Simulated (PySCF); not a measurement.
**[Pb(OH)3(NH3)]+: other functionals and bases at one geometry**

How far do other levels of theory move the description of [Pb(OH)3(NH3)]+, and what does each cost? It is a constructed species; whether it can be made isn't addressed.

Computed with PySCF 2.14.0. Level: several levels, as the steps say, no spin–orbit coupling.

1 further run of the same task is left out (for a known fault of the program).

**1. The starting structure**

11 atoms, charge 1, spin multiplicity 1.

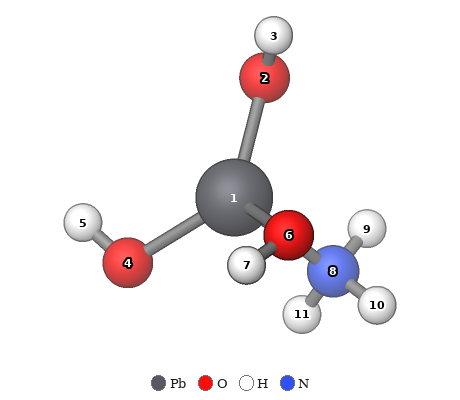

The geometry (lead dark grey, oxygen red, hydrogen white, nitrogen blue); atoms are numbered from 1 in the order of the file.

Geometry (Å):

```xyz
11

Pb    0.1194   -0.1452    0.2101
O     0.6733    1.4129    1.4226
H     1.6304    1.4050    1.5914
O    -1.4403   -1.3548    0.7694
H    -1.5036   -1.4183    1.7371
O     1.4124   -0.7843   -1.2472
H     1.4165   -1.7547   -1.3071
N    -1.1739    1.1911   -1.1993
H    -1.1286    2.1731   -0.9087
H    -0.8429    1.1323   -2.1678
H    -2.1565    0.8989   -1.1815
```

Formal oxidation states: Pb +4. An earlier session relaxed this geometry at PBE0, Pb def2-SVP with ECP60, O def2-SVP, H def2-SVP, N def2-SVP (singlet, point group C1).

At PBE0 on the finer grid: E = -476.097490 Eh, HOMO -13.64 eV, LUMO -8.33 eV, Mulliken charge on Pb1 +1.16 e, largest force component 0.012 eV/Å. 

Levels to run: TPSSh; r2SCAN; PBE0, TZVP. Hardware: 2 threads of Intel Xeon Platinum 8488C (Sapphire Rapids), shared host.

**2. TPSSh**

run.py (the lines that set the calculation) reads:

```python
mol = gto.M(atom='''
Pb     0.11937    -0.14520     0.21013
O      0.67332     1.41287     1.42256
H      1.63043     1.40504     1.59144
O     -1.44034    -1.35479     0.76943
H     -1.50356    -1.41832     1.73709
O      1.41242    -0.78432    -1.24725
H      1.41653    -1.75468    -1.30705
N     -1.17387     1.19114    -1.19931
H     -1.12859     2.17313    -0.90868
H     -0.84287     1.13228    -2.16780
H     -2.15647     0.89892    -1.18150''',
    basis={'Pb': 'def2-SVP', 'O': 'def2-SVP', 'H': 'def2-SVP', 'N': 'def2-SVP'},
    ecp={'Pb': 'def2-SVP'},
    charge=1, spin=0)
mf = dft.RKS(mol, xc='TPSSH')
mf.grids.atom_grid = (75, 302)
mf = mf.density_fit()  # fitting sets: Pb def2-universal-JKFIT, O def2-universal-JKFIT, H def2-universal-JKFIT, N def2-universal-JKFIT
mf.conv_tol = 1e-08; mf.max_cycle = 55
mf.kernel(dm0)  # dm0: the density of the relaxed state
```

Launch:

```bash
OMP_NUM_THREADS=2 python run.py
```

**3. r2SCAN**

Edit run.py (the lines that set the calculation) of step 2 so:

```diff
@@ -15,3 +15,3 @@
     charge=1, spin=0)
-mf = dft.RKS(mol, xc='TPSSH')
+mf = dft.RKS(mol, xc='R2SCAN')
 mf.grids.atom_grid = (75, 302)
```

**4. PBE0, TZVP**

Basis: Pb def2-TZVP with ECP60, O def2-TZVP, H def2-TZVP, N def2-TZVP. 

Edit run.py (the lines that set the calculation) of step 3 so:

```diff
@@ -12,6 +12,6 @@
 H     -2.15647     0.89892    -1.18150''',
-    basis={'Pb': 'def2-SVP', 'O': 'def2-SVP', 'H': 'def2-SVP', 'N': 'def2-SVP'},
-    ecp={'Pb': 'def2-SVP'},
+    basis={'Pb': 'def2-TZVP', 'O': 'def2-TZVP', 'H': 'def2-TZVP', 'N': 'def2-TZVP'},
+    ecp={'Pb': 'def2-TZVP'},
     charge=1, spin=0)
-mf = dft.RKS(mol, xc='R2SCAN')
+mf = dft.RKS(mol, xc='PBE0')
 mf.grids.atom_grid = (75, 302)
@@ -19,2 +19,2 @@
 mf.conv_tol = 1e-08; mf.max_cycle = 55
-mf.kernel(dm0)  # dm0: the density of the relaxed state
+mf.kernel(dm0)  # dm0: free metal ions and neutral atoms
```

What does the calculation give? Wanted: for each run, HOMO; gap; charge on Pb1; dipole; largest force.

As calculated:

| level | state | HOMO (eV) | gap (eV) | charge on Pb1 (e) | dipole (D) | largest force (eV/Å) | basis functions | time |
| --- | --- | --- | --- | --- | --- | --- | --- | --- |
| PBE0 (relaxed here) | singlet | -13.64 | 5.31 | 1.16 | 2.90 | 0.01 | 112 | 20 s |
| TPSSh | singlet | -12.66 | 3.94 | 1.11 | 2.94 | 0.31 | 112 | 11 s |
| r2SCAN | singlet | -12.27 | 3.19 | 1.13 | 2.97 | 0.28 | 112 | 12 s |
| PBE0, TZVP | singlet | -13.83 | 5.33 | 1.30 | 2.97 | 0.47 | 210 | 20 s |

Times are on 2 threads of Intel Xeon Platinum 8488C (Sapphire Rapids), shared host; the first row also made further properties. The dipole of a charged species depends on the origin, so these sizes hold for this origin alone.

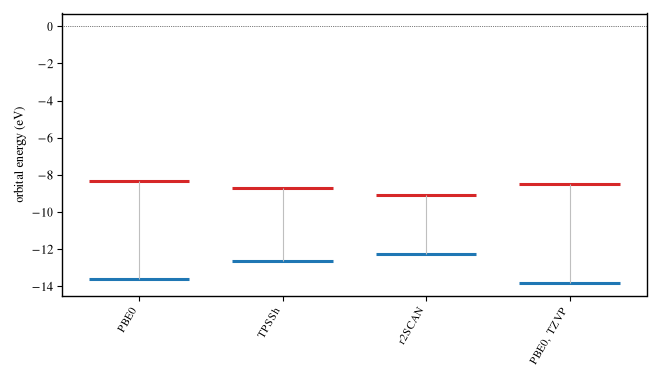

Highest filled and lowest empty level, method by method.

In one basis the HOMO–LUMO gap runs from 3.19 eV (r2SCAN) to 5.31 eV (PBE0). The largest leftover force, 0.47 eV/Å with PBE0, TZVP, stands at a geometry relaxed at another level. The Mulliken charge on Pb spans +1.11 to +1.30 e over the levels. Total energies of different levels can't be compared. Spin–orbit coupling is left out throughout.
